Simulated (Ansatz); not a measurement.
# Si2H5ClF2: geometry relaxation (part 2 of 2)

Continued. System: Si2H5ClF2. Method: RKS PBE0-D4/6-31G* (Ansatz 0.2.0). The input holds or restrains some coordinates. It belongs to a series of runs on one base structure; here: pulled along the bonds that form and break, towards end B.

Geometry of the input (Å):
```
Si 0.0000  0.0000  0.0000
Si 0.0000  0.0000  2.5700
H  -1.3148  -0.4067  3.0574
H  1.0096  -0.9353  3.0574
H  0.3052  1.3420  3.0574
H  1.3768  0.0000  -0.4862
F  -0.7489  1.2974  -0.5295
F  -0.7489  -1.2974  -0.5295
Cl -2.3060  0.0073  0.7662
H  -1.4540  0.0046  2.0036
```

### Trajectory as extended XYZ, continued
```
10
Properties=species:S:1:pos:R:3:forces:R:3 step=5 energy=-33775.56240
Si   -0.4639    0.0080   -0.2737    0.2413  -0.0293  -0.2559
Si    0.1572    0.0573    3.1016   -1.2819  -0.2797  -0.0493
H    -1.3227   -0.3557    3.3785    0.5903   0.0261   2.0955
H     1.0718   -1.0810    3.0946    0.1602  -0.0440   0.0233
H     0.3300    1.4978    3.2155    0.2681   0.2145   0.2141
H     1.0854    0.0003   -0.2904   -0.9872   0.0268   0.9702
F    -0.5555    1.4961   -0.8930    0.0732  -0.2991  -0.3993
F    -0.5623   -1.4896   -0.8725    0.0554   0.3256  -0.3874
Cl   -2.5415    0.0184    0.1994    0.4090  -0.0056   0.4523
H    -1.0793   -0.1397    2.3068    0.4716   0.0647  -2.6635
10
Properties=species:S:1:pos:R:3:forces:R:3 step=6 energy=-33776.67666
Si   -0.4778    0.0082   -0.2860   -0.5971   0.0001  -0.4603
Si    0.1133    0.0488    3.0978   -1.8758  -0.4800   0.2072
H    -1.2923   -0.3536    3.5713    0.8730   0.0995   1.8243
H     1.0751   -1.0728    3.1013    0.1384   0.2542   0.0490
H     0.3517    1.4967    3.2380    0.3476  -0.0844   0.1067
H     1.0296    0.0029   -0.1897   -0.5437   0.0271   1.0450
F    -0.5548    1.4764   -0.9410    0.1885  -0.2035  -0.4388
F    -0.5642   -1.4668   -0.9208    0.1746   0.1685  -0.4636
Cl   -2.5588    0.0210    0.1429    0.4576   0.0096   0.4927
H    -1.0028   -0.1489    2.1530    0.8369   0.2089  -2.3623
10
Properties=species:S:1:pos:R:3:forces:R:3 step=7 energy=-33777.69924
Si   -0.5072    0.0078   -0.2938   -0.7546   0.0124  -0.6039
Si    0.0489    0.0315    3.1073   -1.4897  -0.4039   0.1855
H    -1.2645   -0.3597    3.7520    0.8122   0.1445   1.1461
H     1.0849   -1.0463    3.1072   -0.0504   0.4166   0.0784
H     0.3819    1.4812    3.2444    0.2131  -0.3670   0.0517
H     0.9710    0.0052   -0.0809   -0.3760   0.0230   1.0380
F    -0.5440    1.4585   -0.9843    0.1598  -0.1832  -0.4441
F    -0.5563   -1.4489   -0.9657    0.1431   0.1440  -0.4681
Cl   -2.5910    0.0273    0.0926    0.5436   0.0031   0.4877
H    -0.9047   -0.1446    1.9880    0.7987   0.2105  -1.4713
10
Properties=species:S:1:pos:R:3:forces:R:3 step=8 energy=-33778.42004
Si   -0.5438    0.0074   -0.3106   -0.4358   0.0485  -0.3389
Si   -0.0214    0.0083    3.0921   -0.4927  -0.1244   0.1335
H    -1.2192   -0.3585    3.8988    0.4111   0.0784   0.5847
H     1.0918   -1.0003    3.1203   -0.2365   0.3268   0.0486
H     0.4131    1.4397    3.2446   -0.0268  -0.4219  -0.0057
H     0.9013    0.0087    0.0864   -0.5889   0.0168   0.6569
F    -0.5321    1.4351   -1.0338    0.1294  -0.0973  -0.5266
F    -0.5473   -1.4263   -1.0172    0.1108   0.0640  -0.5306
Cl   -2.6307    0.0352    0.0576    0.7004  -0.0126   0.4254
H    -0.7927   -0.1373    1.8287    0.4290   0.1217  -0.4472
10
Properties=species:S:1:pos:R:3:forces:R:3 step=9 energy=-33778.74589
Si   -0.5730    0.0113   -0.3447   -0.0570   0.0781  -0.2242
Si   -0.0620   -0.0072    3.0619   -0.1321  -0.0514   0.6339
H    -1.1529   -0.3480    4.0191    0.2423   0.0555   0.1531
H     1.0782   -0.9717    3.1207   -0.1422   0.1239  -0.0253
H     0.4165    1.4002    3.2319   -0.0665  -0.2015  -0.0745
H     0.8097    0.0151    0.2600   -0.7833   0.0337   0.0419
F    -0.5012    1.4188   -1.1068    0.0496  -0.3136  -0.4419
F    -0.5199   -1.4071   -1.0830    0.0470   0.2733  -0.4436
Cl   -2.6489    0.0426    0.0556    0.8981  -0.0078   0.2553
H    -0.7275   -0.1423    1.7521   -0.0558   0.0098   0.1253
10
Properties=species:S:1:pos:R:3:forces:R:3 step=10 energy=-33779.00298
Si   -0.5647    0.0603   -0.3747   -0.4330   0.1686  -0.1218
Si   -0.0870   -0.0520    3.0479   -0.1638  -0.1311   1.1403
H    -1.0526   -0.3259    4.1739    0.3215   0.0983  -0.2208
H     1.0727   -0.9813    3.1170   -0.0004   0.0327  -0.0402
H     0.3874    1.3609    3.1046   -0.0582  -0.0837  -0.1242
H     0.7128    0.1215    0.3986   -0.5991   0.1288  -0.1136
F    -0.4565    1.3763   -1.2689    0.1069  -0.1981  -0.4071
F    -0.4657   -1.3637   -1.0751    0.1103   0.0345  -0.4467
Cl   -2.6296    0.1182    0.0497    1.0006   0.0515   0.1573
H    -0.7978   -0.3025    1.7937   -0.2849  -0.1015   0.1768
10
Properties=species:S:1:pos:R:3:forces:R:3 step=11 energy=-33779.22534
Si   -0.5551    0.0995   -0.3831   -0.8670   0.1161  -0.9392
Si   -0.1059   -0.0937    3.0446    0.0521  -0.0413   0.9628
H    -0.9570   -0.2972    4.2598    0.1436   0.0471  -0.1236
H     1.0817   -0.9861    3.1095    0.0313   0.0149  -0.0470
H     0.3519    1.3294    2.9830   -0.1246  -0.1533  -0.1460
H     0.6105    0.2207    0.4991   -0.2030   0.1694   0.0603
F    -0.4009    1.3417   -1.3886    0.0736  -0.5194   0.0152
F    -0.4077   -1.3404   -1.0700    0.0391   0.4584  -0.0451
Cl   -2.6112    0.2009    0.0532    1.1052   0.0315   0.0437
H    -0.8873   -0.4630    1.8592   -0.2503  -0.1236   0.2189
10
Properties=species:S:1:pos:R:3:forces:R:3 step=12 energy=-33779.39924
Si   -0.5422    0.1368   -0.3911   -1.0117   0.3398  -0.0874
Si   -0.1235   -0.1347    3.0256    0.0777  -0.0504   0.8423
H    -0.8771   -0.2742    4.3092    0.1009   0.0266  -0.0859
H     1.0979   -0.9835    3.0798    0.0106   0.0148  -0.0652
H     0.2954    1.2914    2.8508   -0.1619  -0.1627  -0.1088
H     0.5312    0.3238    0.5896   -0.1749   0.1419  -0.0095
F    -0.3383    1.2693   -1.4780    0.1092   0.1716  -0.3555
F    -0.3588   -1.2915   -1.0361    0.0703  -0.4126  -0.2292
Cl   -2.5806    0.2879    0.0882    1.0748   0.0236  -0.1231
H    -0.9851   -0.6134    1.9288   -0.0949  -0.0929   0.2223
10
Properties=species:S:1:pos:R:3:forces:R:3 step=13 energy=-33779.49929
Si   -0.5245    0.1934   -0.3899   -1.0156   0.0947  -0.3560
Si   -0.1449   -0.1918    3.0123    0.2468   0.0027   0.7227
H    -0.8401   -0.3303    4.3247    0.0298  -0.0223  -0.0753
H     1.1075   -0.9966    3.0243    0.0032   0.0191  -0.0309
H     0.2119    1.2396    2.7950   -0.1011  -0.0651  -0.0092
H     0.4969    0.5204    0.6024   -0.0635   0.1773  -0.0018
F    -0.3095    1.1632   -1.6357   -0.0020  -0.1481   0.0287
F    -0.3269   -1.3169   -0.8451   -0.0137   0.0621  -0.0494
Cl   -2.5408    0.4138    0.1489    1.0396   0.0630  -0.3541
H    -1.0106   -0.6828    1.9297   -0.1234  -0.1835   0.1252
10
Properties=species:S:1:pos:R:3:forces:R:3 step=14 energy=-33779.56579
Si   -0.4914    0.2110   -0.3889   -1.0914   0.3463  -0.2944
Si   -0.1664   -0.2337    3.0034    0.2274   0.0789   0.6147
H    -0.7608   -0.4463    4.3532    0.0310  -0.0470  -0.0556
H     1.1201   -0.9712    2.8844    0.0044  -0.0023  -0.0126
H     0.0914    1.2184    2.8077   -0.0301  -0.0033   0.0458
H     0.4734    0.7077    0.5937    0.0057  -0.0094  -0.0444
F    -0.2621    1.0081   -1.7527   -0.0185  -0.2007   0.1700
F    -0.3048   -1.3423   -0.6711    0.0120   0.1131   0.0285
Cl   -2.4826    0.5544    0.1733    0.9406  -0.0311  -0.5093
H    -1.0978   -0.6943    1.9639   -0.0810  -0.2445   0.0573
10
Properties=species:S:1:pos:R:3:forces:R:3 step=15 energy=-33779.59930
Si   -0.4698    0.2121   -0.3906   -1.0395   0.2013  -0.0940
Si   -0.1900   -0.2282    3.0011    0.2585   0.0190   0.5186
H    -0.6497   -0.6114    4.3633    0.0233   0.0117  -0.0028
H     1.1139   -0.8834    2.7058   -0.0275  -0.0097  -0.0158
H    -0.0111    1.2459    2.9114   -0.0219   0.0067   0.0595
H     0.4850    0.7497    0.5834   -0.0082   0.0219  -0.0490
F    -0.1980    0.8807   -1.8089   -0.0185  -0.0501   0.0840
F    -0.3112   -1.3609   -0.5533    0.0007   0.0844   0.0175
Cl   -2.4486    0.6379    0.1421    0.8837  -0.0443  -0.5546
H    -1.2015   -0.6306    2.0127   -0.0506  -0.2410   0.0367
10
Properties=species:S:1:pos:R:3:forces:R:3 step=16 energy=-33779.60623
Si   -0.4509    0.2102   -0.3929   -0.9806   0.1306  -0.2144
Si   -0.2091   -0.2300    2.9998    0.3050  -0.0020   0.6217
H    -0.5489   -0.7262    4.3763    0.0563   0.0551  -0.2630
H     1.0858   -0.8395    2.5461   -0.2155   0.1096   0.0837
H    -0.0817    1.2606    3.0352    0.0375  -0.1554  -0.0050
H     0.4920    0.8095    0.5593   -0.0307   0.0124  -0.0547
F    -0.1591    0.7719   -1.8571   -0.0490  -0.0767   0.2405
F    -0.2927   -1.3746   -0.4474   -0.0443   0.2515   0.0190
Cl   -2.4276    0.6948    0.0979    0.9084  -0.1109  -0.5597
H    -1.2888   -0.5647    2.0496    0.0130  -0.2143   0.1318
10
Properties=species:S:1:pos:R:3:forces:R:3 step=17 energy=-33779.60939
Si   -0.4525    0.2171   -0.3923   -1.0231   0.1475  -0.1412
Si   -0.2104   -0.2313    3.0002    0.3398   0.0158   0.5980
H    -0.5774   -0.7304    4.3551    0.0043   0.0137  -0.0463
H     1.0690   -0.8648    2.5719   -0.0483   0.0247  -0.0036
H    -0.0322    1.2481    3.0439   -0.0036  -0.0466  -0.0023
H     0.4960    0.8499    0.5298   -0.0369   0.0117   0.0160
F    -0.1854    0.7644   -1.8626   -0.0125  -0.0556   0.0955
F    -0.2715   -1.3637   -0.4172   -0.0221   0.1677  -0.0062
Cl   -2.4367    0.6702    0.0937    0.8891  -0.0765  -0.5338
H    -1.2799   -0.5476    2.0442   -0.0867  -0.2024   0.0239
10
Properties=species:S:1:pos:R:3:forces:R:3 step=18 energy=-33779.61489
Si   -0.4554    0.2208   -0.3904   -1.0469   0.2157  -0.0815
Si   -0.2071   -0.2336    3.0004    0.3338  -0.0005   0.5824
H    -0.5685   -0.7543    4.3473    0.0022   0.0055  -0.0265
H     1.0432   -0.8903    2.5321   -0.0065   0.0048  -0.0022
H     0.0119    1.2362    3.0731    0.0111   0.0095   0.0117
H     0.4600    0.8977    0.5314   -0.0101   0.0302   0.0301
F    -0.1749    0.7334   -1.8683   -0.0023  -0.0258   0.0183
F    -0.2398   -1.3522   -0.3681   -0.0138   0.0319  -0.0238
Cl   -2.4538    0.6459    0.0561    0.8760  -0.0747  -0.5106
H    -1.2967   -0.4918    2.0532   -0.1435  -0.1966   0.0021
10
Properties=species:S:1:pos:R:3:forces:R:3 step=19 energy=-33779.62514 accepted=F
Si   -0.4685    0.2170   -0.3871   -1.0900   0.2229  -0.0558
Si   -0.1904   -0.2249    3.0029    0.2256   0.0127   0.4172
H    -0.5389   -0.8265    4.3211   -0.0084   0.0225  -0.0612
H     0.9843   -0.9479    2.4289   -0.1132   0.0840   0.0316
H     0.1540    1.2187    3.1892   -0.0037  -0.1322  -0.0250
H     0.3466    0.9950    0.5623   -0.0795  -0.0533  -0.1200
F    -0.1341    0.6710   -1.8738    0.0165  -0.0169   0.0624
F    -0.1668   -1.3398   -0.2794   -0.0406   0.1005  -0.0230
Cl   -2.5174    0.5556   -0.0792    1.0450  -0.1200  -0.3972
H    -1.3498   -0.3062    2.0820    0.0483  -0.1202   0.1710
10
Properties=species:S:1:pos:R:3:forces:R:3 step=20 energy=-33779.62266
Si   -0.4648    0.2140   -0.3877   -1.1077   0.2321  -0.1076
Si   -0.1945   -0.2251    3.0037    0.2753  -0.0017   0.5061
H    -0.5649   -0.7884    4.3292   -0.0003  -0.0032  -0.0013
H     1.0259   -0.9060    2.4949   -0.0072  -0.0017  -0.0055
H     0.0806    1.2317    3.1356    0.0079  -0.0005   0.0048
H     0.4021    0.9308    0.5520   -0.0001   0.0076   0.0009
F    -0.1523    0.7093   -1.8646    0.0104   0.0007   0.0003
F    -0.2210   -1.3537   -0.3463    0.0085   0.0068   0.0125
Cl   -2.4860    0.6016   -0.0069    0.9183  -0.0851  -0.4547
H    -1.3061   -0.4023    2.0568   -0.1051  -0.1549   0.0444
10
Properties=species:S:1:pos:R:3:forces:R:3 step=21 energy=-33779.62688 accepted=F
Si   -0.4680    0.2159   -0.3859   -1.1254   0.2149  -0.1002
Si   -0.1905   -0.2230    3.0045    0.2252   0.0079   0.4220
H    -0.5519   -0.8191    4.3168   -0.0036  -0.0109   0.0167
H     0.9831   -0.9405    2.4358   -0.0284   0.0183   0.0077
H     0.1559    1.2159    3.1855   -0.0029  -0.0452  -0.0114
H     0.3496    0.9932    0.5538   -0.0207  -0.0282  -0.0277
F    -0.1317    0.6751   -1.8692    0.0006   0.0085  -0.0016
F    -0.1758   -1.3420   -0.2941   -0.0058   0.0368   0.0156
Cl   -2.5119    0.5520   -0.0621    0.9931  -0.0944  -0.4237
H    -1.3399   -0.3157    2.0816   -0.0321  -0.1077   0.1024
10
Properties=species:S:1:pos:R:3:forces:R:3 step=22 energy=-33779.62421
Si   -0.4668    0.2171   -0.3872   -1.0938   0.2259  -0.0839
Si   -0.1938   -0.2257    3.0028    0.2752  -0.0096   0.4844
H    -0.5620   -0.8036    4.3219   -0.0038  -0.0067   0.0094
H     1.0042   -0.9253    2.4676   -0.0003  -0.0012  -0.0015
H     0.1182    1.2218    3.1581   -0.0014  -0.0058  -0.0017
H     0.3759    0.9692    0.5479   -0.0016  -0.0033  -0.0060
F    -0.1444    0.6874   -1.8701   -0.0024  -0.0025  -0.0022
F    -0.1962   -1.3451   -0.3102   -0.0036   0.0189  -0.0020
Cl   -2.4970    0.5817   -0.0284    0.9334  -0.0897  -0.4556
H    -1.3191   -0.3657    2.0644   -0.1018  -0.1260   0.0589
```

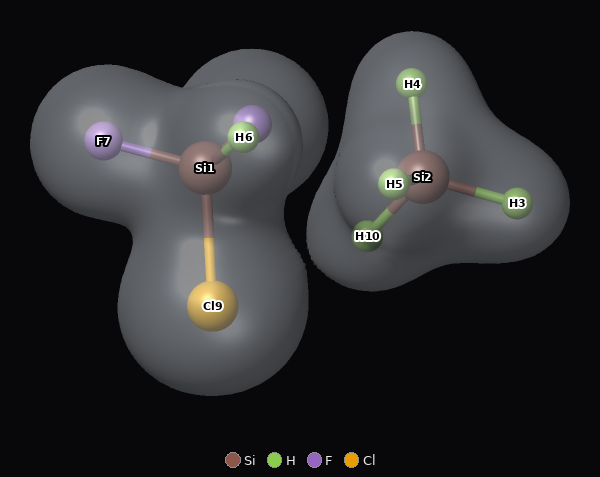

*Isosurface of the total electron density at 0.1 e/Å³ (grey), seen at a tilt.*

At this value the surface falls into two separate pieces. It is pinched off along the Si···Si (3.43 Å) contacts. On the grid the lowest density along these lines, outside the cores, is 0.08 e/Å³ (Si···Si, 3.43 Å), 0.95 e/Å³ (Si–F, 1.59 Å), 0.64 e/Å³ (Si–Cl, 2.09 Å) and 0.86 e/Å³ (Si–H, 1.47 Å).

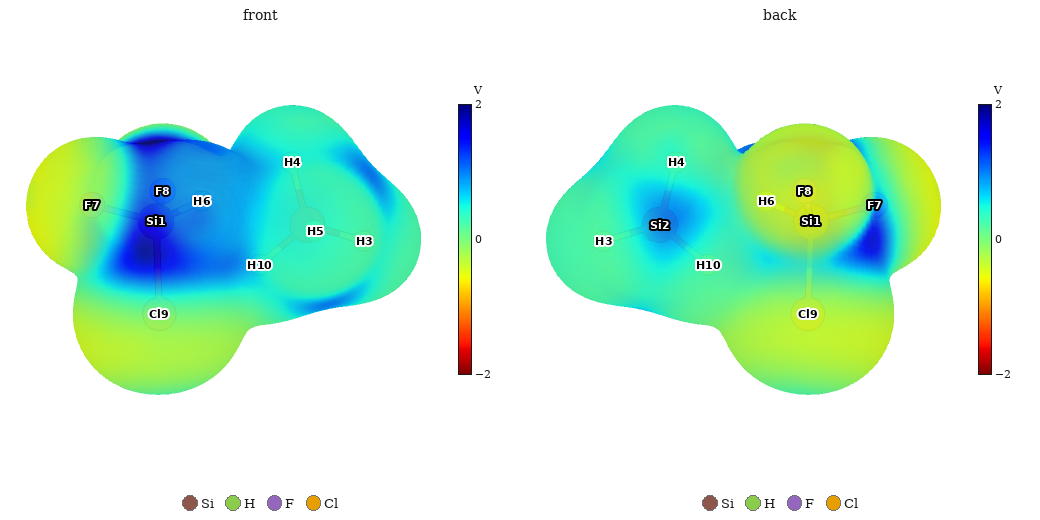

*The molecular electrostatic potential painted on the density surface at 0.002 e/bohr³, seen face on and from behind; the colour scale runs from red (negative) to blue (positive).*
